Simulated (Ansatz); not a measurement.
CO$_{2}$: several calculations on one system

Part 1: Relaxation

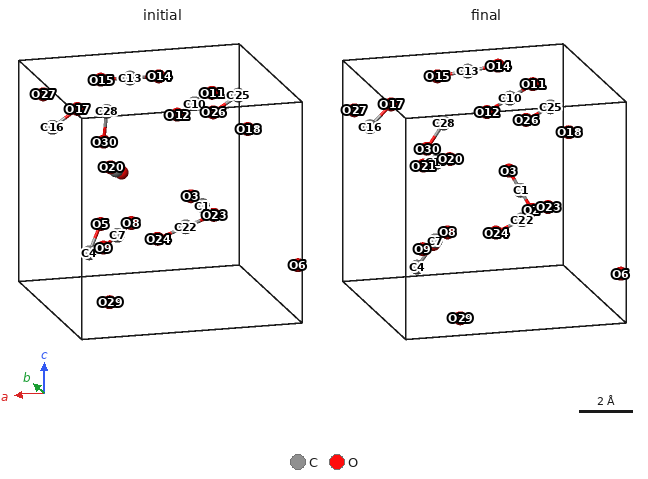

The structure of an amorphous cell of composition CO$_{2}$ before (left) and after (right) a relaxation, at one scale.

The picture is a ball-and-stick view of the cell of the calculation, seen from a free direction.

The cell holds 10 CO2. The run prepares the start of a later molecular dynamics calculation, from a guessed geometry.

Computed with DFT PBE-D3(BJ), scalar-relativistic, plane waves, PAW (Ansatz).

The input:
```yaml
accuracy: low
crystal:
  lattice:
    - [8.706588, 0.0, 0.0]
    - [0.0, 8.706588, 0.0]
    - [0.0, 0.0, 8.706588]
  atoms:
    - { symbol: C, position: [0.3933137, 0.2074448, 0.5064861] }
    - { symbol: O, position: [0.3169639, 0.2943866, 0.4362127] }
    - { symbol: O, position: [0.4696634, 0.120503, 0.5767596] }
    - { symbol: C, position: [0.9538496, 0.0432056, 0.3772893] }
    - { symbol: O, position: [0.8970609, 0.0606364, 0.4989352] }
    - { symbol: O, position: [1.0106382, 0.0257748, 0.2556435] }
    - { symbol: C, position: [0.7273028, 0.3880767, 0.3493214] }
    - { symbol: O, position: [0.6938315, 0.2842529, 0.4294886] }
    - { symbol: O, position: [0.7607741, 0.4919006, 0.2691542] }
    - { symbol: C, position: [0.3613654, 0.4422923, 0.9030642] }
    - { symbol: O, position: [0.3119756, 0.3392768, 0.9756931] }
    - { symbol: O, position: [0.4107552, 0.5453078, 0.8304353] }
    - { symbol: C, position: [0.529631, 0.8831431, 0.9162542] }
    - { symbol: O, position: [0.419474, 0.8068224, 0.935414] }
    - { symbol: O, position: [0.639788, 0.9594638, 0.8970944] }
    - { symbol: C, position: [0.9858126, 0.5155786, 0.8241045] }
    - { symbol: O, position: [0.8736671, 0.5108497, 0.8997849] }
    - { symbol: O, position: [1.0979581, 0.5203076, 0.7484241] }
    - { symbol: C, position: [0.6612212, 0.6408921, 0.5737361] }
    - { symbol: O, position: [0.6481506, 0.7734828, 0.5497491] }
    - { symbol: O, position: [0.6742918, 0.5083014, 0.597723] }
    - { symbol: C, position: [0.3360771, 0.6729773, 0.2835676] }
    - { symbol: O, position: [0.2201408, 0.6315406, 0.3398551] }
    - { symbol: O, position: [0.4520133, 0.7144141, 0.2272801] }
    - { symbol: C, position: [0.0349091, 0.8905965, 0.7998533] }
    - { symbol: O, position: [0.1401495, 0.9228741, 0.7210555] }
    - { symbol: O, position: [-0.0703314, 0.8583188, 0.8786512] }
    - { symbol: C, position: [0.8236981, 0.2216234, 0.9607315] }
    - { symbol: O, position: [0.7945028, 0.2767122, 1.0808954] }
    - { symbol: O, position: [0.8528934, 0.1665346, 0.8405676] }
basis:
  ecutwfc: 420.0
kpoints:
  mp_grid: { grid: [1, 1, 1] }
hamiltonian:
  xc: pbe
  dispersion: d3bj
scf:
  occupations: { method: fermi_dirac, width: 0.02 }
  lower_state_search: "off"
relax:
  f_tol: 0.3
  max_steps: 15
  adjacent_minimum: "off"
```

Launched with:
```bash
ansatz run input.yaml --threads 1 --pin off --max-ram 3072MiB --backend cpu --events-out ev --progress --plain --runs-dir out
```

> Summarise the run.

The largest move is that of O29, 1.18 Å along [−2 −1 −1]. Largest moves by element: O 1.18 Å, C 0.69 Å. The lattice vectors keep their values. Near-neighbour distances that change, for instance: C10–O11 1.179 → 1.170 Å. Over 8 accepted moves (9 points after the start) the energy falls by 51.9 meV per atom. Largest force component: 1.3 eV/Å at the start, 0.26 eV/Å at the end. 1 step only repeated the SCF at the same geometry. Cost: 50 s on 1 thread of Arm Neoverse V1 (shared host), peak memory 0.55 GiB.

Limits of the set-up: the program's low-accuracy preset was used.

Part 2: Dynamics

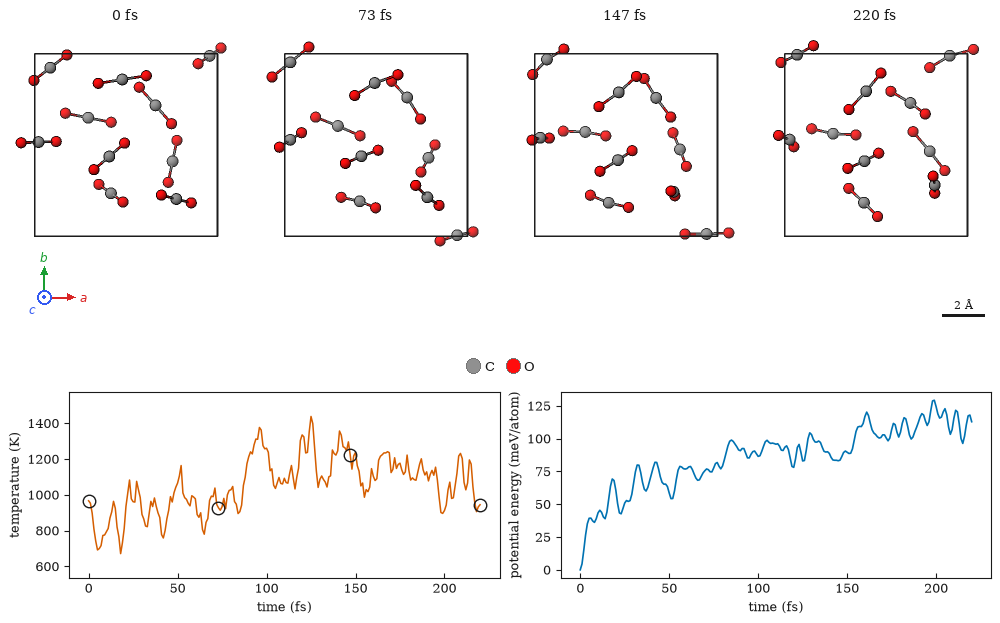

First-principles dynamics of a periodic cell with 10 CO2 at 1.107 g/cm³, 220 fs long. Frames and the history of the run. Style: ball-and-stick. Shown: the simulation cell, along the c axis. Atoms that leave the cell re-enter on the other side.

The calculation used Ansatz, DFT PBE-D3(BJ), scalar-relativistic, plane waves, PAW. Settings: plane-wave cutoff 420 eV; k-point mesh 1 × 1 × 1; Fermi-Dirac smearing 0.02 eV; low-accuracy preset; Langevin thermostat (NVT); set temperature 1000 K; time step 1 fs; friction 0.02 per fs.

**What happens in this trajectory?**

In the second half of the run the atoms are, in the root-mean-square, this far from where they began (common drift taken out): O 0.96 Å, C 0.63 Å. The heavy atoms stay within a fraction of a molecule's size of their starting places; so short a run doesn't tell a liquid from a solid. The mean temperature in the second half is 1135 K (standard deviation 109 K). The potential energy is still drifting at the end, so the run hasn't reached equilibrium. The potential energy in the second half lies on average 103 meV per atom above the first frame.

Limits of the set-up: the program's low-accuracy preset was used.

Cost: 20 min on 1 thread of Arm Neoverse V1, on a shared host, peak memory 0.59 GiB.

Part 3: Dynamics

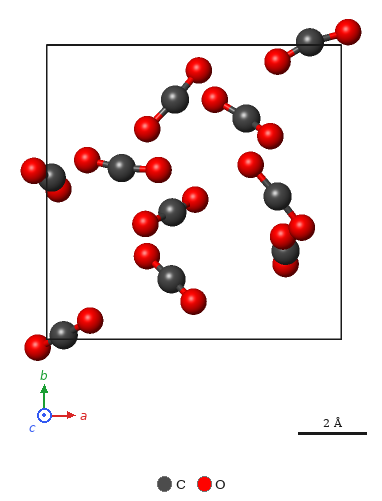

Starting frame of a dynamics run of a periodic cell with 10 CO2 at 1.107 g/cm³. It starts from the last geometry of an earlier run, with fresh velocities. The picture is a ball-and-stick view of the simulation cell, seen along the c axis.

The calculation used DFT PBE-D3(BJ), scalar-relativistic, plane waves, PAW (Ansatz).

Input
```yaml
accuracy: low
crystal:
  lattice:
    - [8.706588, 0.0, 0.0]
    - [0.0, 8.706588, 0.0]
    - [0.0, 0.0, 8.706588]
  atoms:
    - { symbol: C, position: [0.4193604, 0.20006854, 0.66638091] }
    - { symbol: O, position: [0.33615129, 0.27858236, 0.58659589] }
    - { symbol: O, position: [0.49421185, 0.12394418, 0.74565074] }
    - { symbol: C, position: [0.88948907, 0.00496574, 0.36448399] }
    - { symbol: O, position: [0.77959376, -0.0605076, 0.37865083] }
    - { symbol: O, position: [1.01940719, 0.03971727, 0.33893938] }
    - { symbol: C, position: [0.77982182, 0.4813504, 0.39893613] }
    - { symbol: O, position: [0.86224084, 0.37547213, 0.38516602] }
    - { symbol: O, position: [0.68846214, 0.58894855, 0.3949002] }
    - { symbol: C, position: [0.42227782, 0.42737327, 0.92628568] }
    - { symbol: O, position: [0.33089102, 0.38795202, 1.0251465] }
    - { symbol: O, position: [0.50017935, 0.4708278, 0.83320079] }
    - { symbol: C, position: [0.43144706, 0.81036796, 1.04323596] }
    - { symbol: O, position: [0.33708158, 0.71012285, 1.05614472] }
    - { symbol: O, position: [0.51227825, 0.9094661, 0.98418577] }
    - { symbol: C, position: [1.01251882, 0.54546497, 0.78224406] }
    - { symbol: O, position: [0.95195287, 0.56841278, 0.9027089] }
    - { symbol: O, position: [1.03531289, 0.50630035, 0.66092886] }
    - { symbol: C, position: [0.6737851, 0.74615139, 0.61709736] }
    - { symbol: O, position: [0.56657408, 0.80999538, 0.56576988] }
    - { symbol: O, position: [0.75518631, 0.68609494, 0.71082053] }
    - { symbol: C, position: [0.25038959, 0.57763883, 0.28908639] }
    - { symbol: O, position: [0.13321425, 0.6048756, 0.23270193] }
    - { symbol: O, position: [0.37550018, 0.57128154, 0.33500075] }
    - { symbol: C, position: [0.0532081, 1.00997874, 0.77267044] }
    - { symbol: O, position: [0.1429789, 1.05990864, 0.8664432] }
    - { symbol: O, position: [-0.03520746, 0.9679019, 0.68015396] }
    - { symbol: C, position: [0.80698645, 0.29659966, 1.00307999] }
    - { symbol: O, position: [0.79844674, 0.34523432, 1.12974749] }
    - { symbol: O, position: [0.80694862, 0.25174326, 0.8764182] }
basis:
  ecutwfc: 420.0
kpoints:
  mp_grid: { grid: [1, 1, 1] }
hamiltonian:
  xc: pbe
  dispersion: d3bj
scf:
  occupations: { method: fermi_dirac, width: 0.02 }
  lower_state_search: "off"
md:
  timestep: 1.5
  n_steps: 260
  ensemble: nvt_nose_hoover
  temperature: 1000.0
  initial_velocities: maxwell_boltzmann
  seed: 587045
  nose_hoover: { tau: 100.0, chain_length: 1 }
```

Command:
```bash
ansatz run input.yaml --threads 1 --pin off --max-ram 3072MiB --backend cpu --events-out ev --progress --plain --runs-dir out
```

**What does the trajectory do?**

Over the second half the temperature averages 922 K (spread ±83 K). The potential energy in the second half lies on average 31.5 meV per atom below the first frame. Root-mean-square distances from the starting positions over the second half, with the common drift of all atoms taken out: O 2.14 Å, C 1.53 Å. The molecules turn and drift from their places. The conserved quantity stays between −1.8 and 1.4 meV per atom of its start. A straight-line fit has a slope that amounts to −0.54 meV per atom over 390 fs (0.4 % of the mean kinetic energy), and the ripple about it is 4.4 % of the kinetic energy's fluctuation. With a drift under 2 % and a ripple under 7 %, the integration is accurate.

Along the run (each row but the first and the last is the mean over the interval that it begins):

| time (fs) | potential energy (meV/atom) | T (K) |
| --- | --- | --- |
| 0.0 | 0.0 | 1000 |
| 39.0 | -19.2 | 1125 |
| 78.0 | -14.9 | 1029 |
| 117.0 | -14.0 | 957 |
| 156.0 | -31.5 | 1040 |
| 195.0 | -34.3 | 996 |
| 234.0 | -26.5 | 874 |
| 273.0 | -31.2 | 887 |
| 312.0 | -29.7 | 883 |
| 351.0 | -35.5 | 966 |
| 390.0 | -34.6 | 990 |

The paths of the atoms:

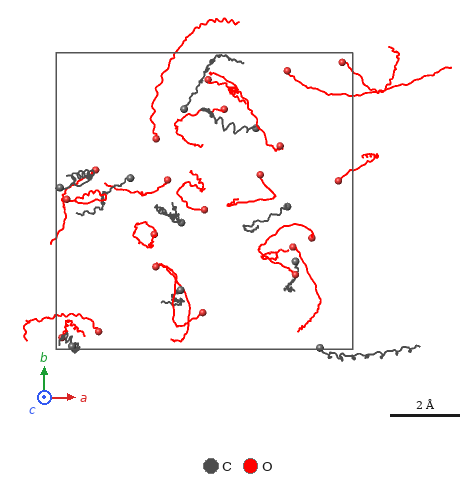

Limits of the set-up: the program's low-accuracy preset was used.

The run took 24 min on 1 thread of Arm Neoverse V1 (shared host), peak memory 0.57 GiB.
